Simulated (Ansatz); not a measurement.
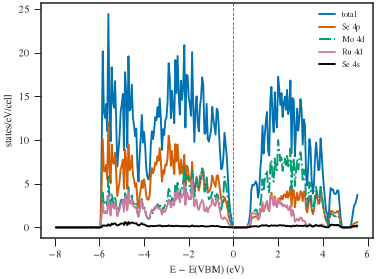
Total and projected density of states of Mo$_{2}$RuSe$_{4}$ in space group P-1 (No. 2; Pearson symbol aP14), r²SCAN (plane waves, PAW; program Ansatz)

Q: Which orbitals carry the states next to the gap?

A: Top 1 eV of the valence band: Se 4p 41 %, Mo 4d 36 %, Ru 4d 19 %. Bottom 1 eV of the conduction band: Mo 4d 45 %, Ru 4d 27 %, Se 4p 23 %. Projections are on Löwdin-orthogonalised atomic valence shells; empty p or d shells of many metals are not among them.

Q: Where is the tallest occupied peak in this window, and what makes it?

A: Near -5.6 eV, about 24 states/eV per cell; the largest projected share is Se 4p.

The workflow started from a Materials Project entry (that database holds measured and hypothetical structures alike); the Crystallography Open Database copy checked does not list it. Entries of such low symmetry are often ordered models of mixed-site phases. Its standing as an ambient phase is unchecked. The cell was relaxed with r²SCAN under the symmetry of its start; whether a distortion lowers the energy is not shown. The run is not spin-polarised. Spin–orbit coupling is left out wherever it is not named.

Potentials: the later of the program's two PAW sets.
